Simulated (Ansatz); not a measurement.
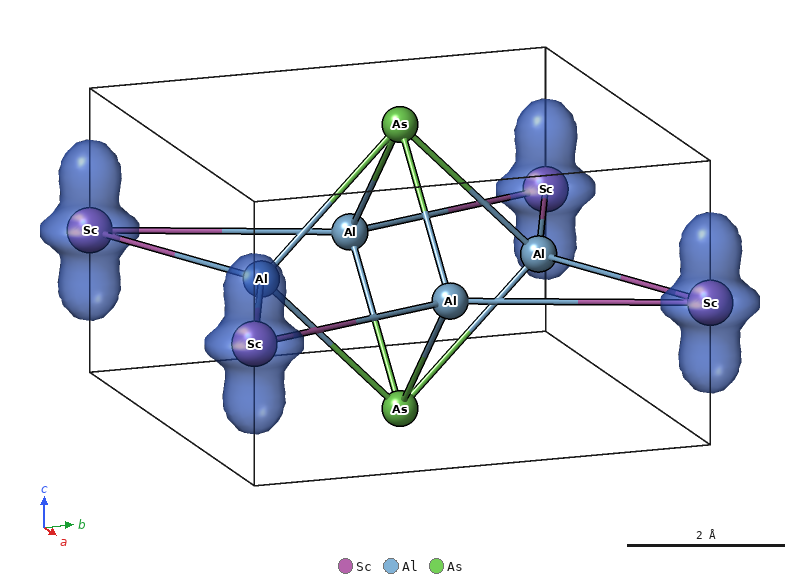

Figure 1: ScAl4As. Isosurfaces of the spin density at +0.08 (blue) and −0.08 e/Å³ (red), seen slightly off an axis. Sticks mark near contacts.

Space group P4/mmm; a structure generated by program, which may or may not match a known phase; spin-polarised.

These are results of Ansatz, DFT PBE, scalar-relativistic, plane waves, PAW, not measurements.

Core electrons are frozen (PAW), and the valence fields are smoothed inside the atomic spheres.

```
Sc Al As
1.0
     6.20182    0.00000    0.00000
     0.00000    6.20182    0.00000
     0.00000    0.00000    3.75341
Sc Al As
1 4 1
Direct
  0.00000 0.00000 0.50000
  0.80418 0.50000 0.50000
  0.19582 0.50000 0.50000
  0.50000 0.80418 0.50000
  0.50000 0.19582 0.50000
  0.50000 0.50000 0.00000
```

Q: Describe the spin distribution.

A: The spin density sits on Sc: +0.4 μB in one cell of 6 atoms: parallel moments, as they must be, since the calculation's own cell holds one magnetic site. The cell of the calculation (6 atoms) carries 0.6 μB of net spin moment. Only one sign reaches the isovalue.
